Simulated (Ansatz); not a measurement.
Structure data:

```cif
data_structure
_symmetry_space_group_name_H-M 'P 1'
_symmetry_Int_Tables_number 1
_cell_length_a 3.2184
_cell_length_b 3.2184
_cell_length_c 5.2432
_cell_angle_alpha 90.000
_cell_angle_beta 90.000
_cell_angle_gamma 120.000
_cell_volume 47.03
loop_
_atom_site_label
_atom_site_type_symbol
_atom_site_fract_x
_atom_site_fract_y
_atom_site_fract_z
_atom_site_occupancy
Ga1 Ga 0.66667 0.33333 0.50087 1
Ga2 Ga 0.33333 0.66667 0.00087 1
N1 N 0.66667 0.33333 0.12413 1
N2 N 0.33333 0.66667 0.62413 1
```

Say what kind of structure these coordinates give.

Chemical formula GaN. Symmetry: P6_3mc (No. 186), primitive hexagonal lattice. Type of structure: wurtzite. It has 4 atoms to the cell (2 Ga, 2 N). The polyhedra are GaN4 tetrahedra; they share corners. Ga is linked to four N in a tetrahedral arrangement at 1.97 to 1.98 Å. The neighbours of N are four Ga in a tetrahedral arrangement at 1.97 to 1.98 Å. The bonds build a three-dimensional framework.

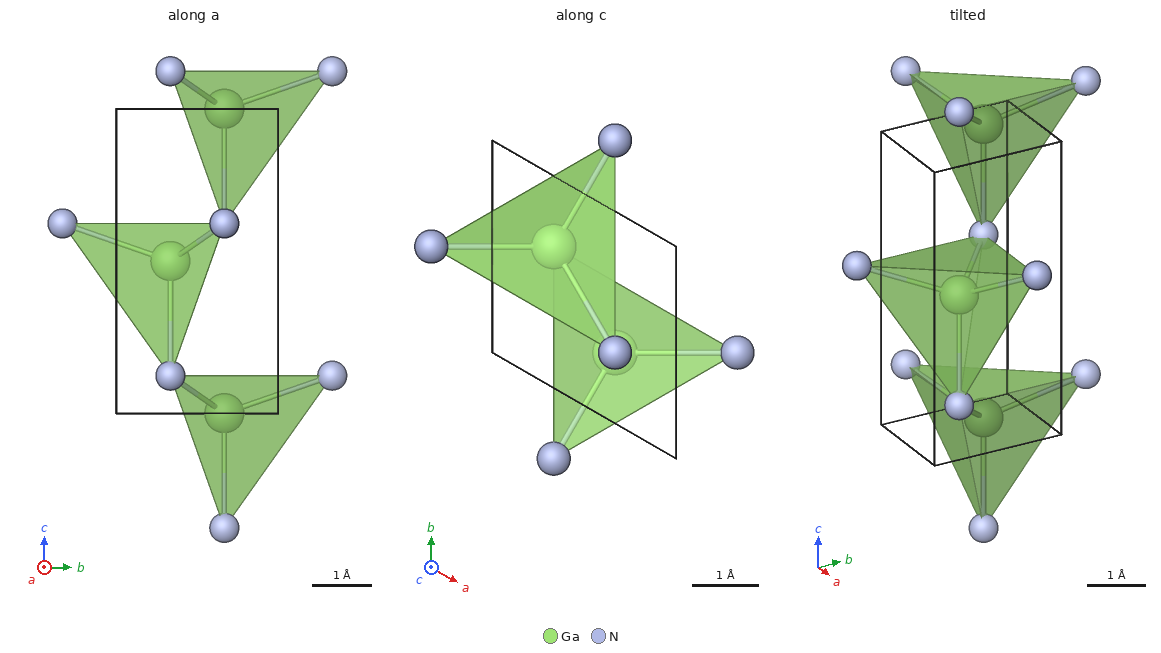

Crystal structure, polyhedral style, seen along the a axis, along the c axis and slightly off an axis. The conventional unit cell is drawn as a box. Some atoms of the next cells are drawn as well. Colours: gallium green, nitrogen light blue.

It goes back to a structure listed in the Materials Project. Earlier steps of the study may have refined or changed the cell and positions. A calculation with Ansatz used it as input.
